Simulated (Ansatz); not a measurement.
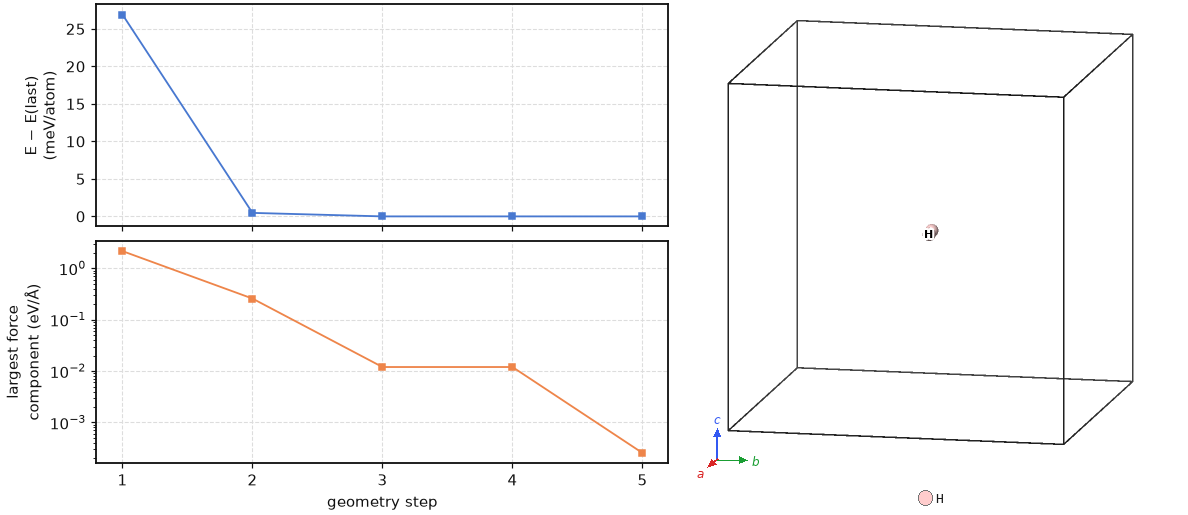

Beside the plot: the structure at the start.

History of a geometry optimisation. The run: H (2 atoms in the cell), by Ansatz 0.2.0, DFT PBE+D3(BJ), scalar-relativistic, plane waves, PAW; cutoff 420 eV, 1×1×1 k-mesh, Gaussian smearing of 0.005 eV. Only the atoms move.

The optimisation met its thresholds at geometry 5, counting the start as the first. The energy fell by about 27 meV/atom from the first step to the last. The largest force component goes from about 2.2 eV/Å at the start to 2.6 × 10⁻⁴ eV/Å at the end.
